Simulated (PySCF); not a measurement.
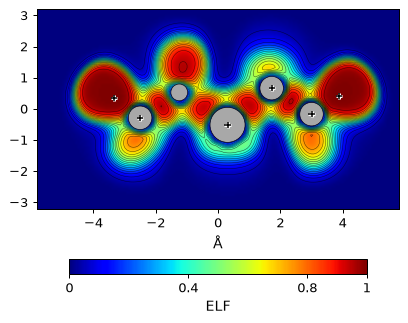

The electron localisation function on a plane through atoms (crosses mark nuclei in the plane; grey discs cover the cores).

Method: PBE0/pcSseg-1, SCF density, gas phase, non-relativistic (PySCF).

Candidates:
A. C₆H₉NSi (SMILES C#C[SiH2]/N=C/C=C\C)
B. C₄H₁₀O₂S (SMILES CCS(=O)(=O)CC)

Which system is this?

Answer. Candidate B: C₄H₁₀O₂S on the plane of atoms S3, C6 and C7, which holds C, S and H. C–C (1.53 Å): the ELF peaks at about 0.95 between the atoms; a covalent bond. C–S (1.84 Å): the ELF peaks at about 0.95 between the atoms (localised, covalent bonding).
